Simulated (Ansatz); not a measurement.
H11NSi4···H2

Input

```
crystal:
  periodic: [false, false, false]
  atoms:
    - { symbol: Si, position_ang: [0.260352, -0.628228, -0.210338] }
    - { symbol: H, position_ang: [-0.170644, 0.682233, 2.084847] }
    - { symbol: Si, position_ang: [2.333503, -0.150926, -1.204557] }
    - { symbol: H, position_ang: [3.006774, -1.388736, -1.682675] }
    - { symbol: H, position_ang: [2.146507, 0.767889, -2.361606] }
    - { symbol: H, position_ang: [3.237184, 0.520332, -0.225918] }
    - { symbol: Si, position_ang: [-0.956069, 1.402421, -0.174214] }
    - { symbol: H, position_ang: [-2.304994, 1.251125, 0.446366] }
    - { symbol: H, position_ang: [-0.260332, 2.54298, 0.493036] }
    - { symbol: H, position_ang: [-1.142464, 1.761509, -1.612194] }
    - { symbol: Si, position_ang: [-0.991602, -2.064019, -1.590737] }
    - { symbol: H, position_ang: [-2.036193, -2.742998, -0.76952] }
    - { symbol: H, position_ang: [-1.684317, -1.307236, -2.671737] }
    - { symbol: H, position_ang: [-0.145035, -3.115044, -2.220494] }
    - { symbol: "N", position_ang: [0.639386, -1.648401, 1.213685] }
    - { symbol: H, position_ang: [-0.126891, -2.071828, 1.725838] }
    - { symbol: H, position_ang: [1.352614, -1.325062, 1.855986] }
    - { symbol: H, position_ang: [0.001823, 0.123288, 2.485632] }
basis:
  gaussian: { orbitals: "6-31G*" }
hamiltonian:
  xc: b3lyp
  dispersion: d4
relax:
  f_tol: 0.03
  max_steps: 50
output:
  orbitals: {}
```

Launched as:

```sh
ansatz run input.yaml --threads 4 --pin off --max-ram 5120MiB --backend cpu --events-out ev --progress --plain --runs-dir out
```

The fields are those of the run's last geometry, not of the input's.

Method: RKS B3LYP-D4/6-31G* (Ansatz 0.2.0).

Predict the electron density and electron localisation function between the atoms.

Answer. Si–N (1.76 Å): ρ is about 1 e/Å³ halfway; the ELF peaks at about 0.90 between the atoms: a polar covalent bond.
Si–Si (2.35 Å): ρ at the midpoint is about 0.63 e/Å³; the ELF peaks at about 1 between the atoms, as expected for a covalent bond.
N–H (1.01 Å): ρ is about 2.8 e/Å³ halfway; the ELF climbs to about 1 towards the hydrogen, as it does in any bond to H; an ordinary covalent bond to hydrogen.
Si–H (1.49 Å): ρ at the midpoint is about 0.77 e/Å³; the ELF climbs to about 1 towards the hydrogen.

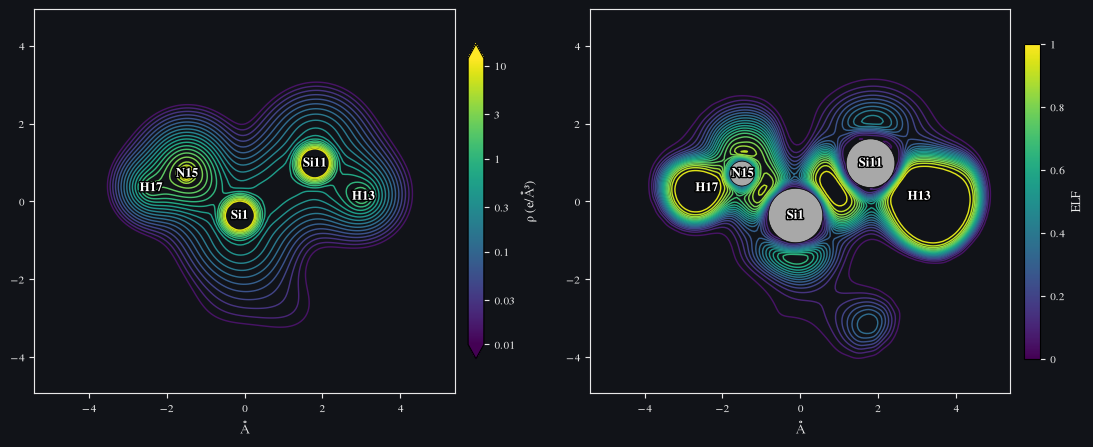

Computed electron density and electron localisation function on the plane of atoms Si1, Si11 and H13, in this order. Grey discs cover the atomic cores in the ELF map. 
